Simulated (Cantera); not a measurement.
Input: 1 mol H2S, 0.069 mol H2O, 0.08 mol O2, held at 30000 Pa.

These are equilibrium values from Cantera (NASA tables, ideal gas, pure condensed phases), not measurements of a reactor. Candidate condensed phases: H2O, H2SO4, S; 19 gas species. Equilibrium is a limit: real reactors are often held back by kinetics, nucleation or transport.

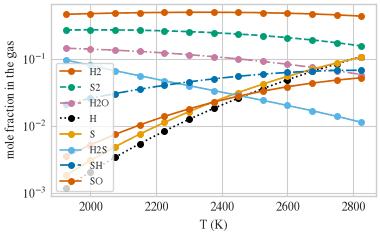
Figure. Equilibrium gas composition (values under 1e-9 drawn at 1e-9)

From 1925 K to 2825 K nothing is condensed.
